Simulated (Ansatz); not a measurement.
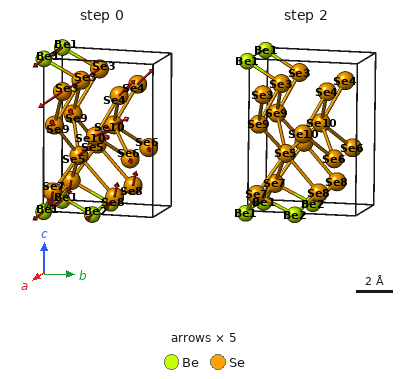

The structure of solid BeSe4 (a generated structure, set up in P1) (coarse preliminary run) before (left) and after (right) a relaxation, at one scale. The red arrows give the displacements (the part carried along by the change of the cell is left out), magnified 5 times.

Style: ball-and-stick. Shown: the cell of the calculation, repeated 2 × 1 × 1 with one cell outlined, slightly off an axis.

These are results of DFT PBE, scalar-relativistic, plane waves, PAW (Ansatz), not measurements.

The input:
```yaml
crystal:
  lattice:
    - [3.607970995, -0.0845748785, -0.0122816099]
    - [-0.1464879865, 6.3166534695, -0.0404120133]
    - [-0.0295497993, -0.0561369867, 8.7172209025]
  atoms:
    - { symbol: Be, position: [0.0462848033, 0.0093715088, -0.0015659068] }
    - { symbol: Be, position: [0.4774481022, 0.5274471741, 0.0338266417] }
    - { symbol: Se, position: [0.0037557425, 0.3419495448, 0.8694689666] }
    - { symbol: Se, position: [0.5397387472, 0.7825192355, 0.8273131395] }
    - { symbol: Se, position: [0.015595313, 0.3267610984, 0.3780762465] }
    - { symbol: Se, position: [0.4679221294, 0.8722385349, 0.4117309414] }
    - { symbol: Se, position: [0.4838427126, 0.167505905, 0.1676352783] }
    - { symbol: Se, position: [0.0175681058, 0.6543346706, 0.1216082217] }
    - { symbol: Se, position: [0.4846322937, 0.1817821645, 0.6046005238] }
    - { symbol: Se, position: [-0.0367879495, 0.6360901634, 0.5873059474] }
basis:
  ecutwfc: 420
kpoints:
  mp_grid: { grid: [6, 4, 4] }
hamiltonian:
  xc: pbe
scf:
  occupations: { method: gaussian, width: 0.2 }
  lower_state_search: "off"
output:
  forces: true
  stress: true
  eigenvalues: true
relax:
  adjacent_minimum: "off"
  f_tol: 0.025
  max_steps: 60
  cell: { stress_tol: 0.25 }
```

Run as
```bash
ansatz run input.yaml --threads 1 --pin off --max-ram 2560MiB --backend cpu --events-out ev --progress --plain --runs-dir out
```

> Summarise the run.

The run was cut off at its time limit before the relaxation converged, so the last structure is only a point on the way. Over 2 geometry steps the energy falls by 1.170 eV per cell of the calculation. Largest force component: 1.6 eV/Å at the start, 0.39 eV/Å at the end. The pressure goes from 1.33 to 0.89 GPa. The largest move relative to the cell is that of Se3, 0.35 Å along [3 −2 −1]. By element the largest moves are Se 0.35 Å, Be 0.18 Å. Cell: a 3.609 → 3.615 Å (+0.2 %), b 6.318 → 6.244 Å (−1.2 %), c 8.717 → 8.682 Å (−0.4 %), α 90.7° → 89.4°, β 90.4° → 89.9°, γ 92.7° → 92.1°. Volume −1.4 %. Among the contacts that change: Se5–Se7 2.791 → 3.235 Å, Se3–Se8 2.934 → 3.341 Å, Se3–Se4 3.338 → 3.740 Å, Se3–Se9 3.086 → 2.707 Å. Bond angles that change, for instance: Se3–Be2–Se8 80.9° → 93.0°, Be2–Se8–Be2 117.1° → 107.0°, Se8–Be2–Se8 117.1° → 107.0°. The space group stays P1 (No. 1). The run took 9.3 min on 1 thread of Arm Neoverse N1, on a shared host, peak memory 0.87 GiB.
